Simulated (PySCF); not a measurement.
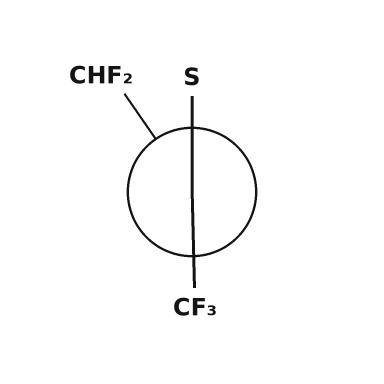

A Newman projection along the C–O bond, carbon in front; angles are drawn as computed, but eclipsed bonds slightly apart. Geometry: a frame of a GFN2-xTB molecular-dynamics simulation, not a minimum.

Question: Which molecule is it?

Answer: C3HF5OS, FC(F)OC(=S)C(F)(F)F

Question: What is the torsion angle from the front S to the back CHF2? The sign is positive where the front bond must turn clockwise to cover the back bond.

Answer: −34°, synclinal (gauche).
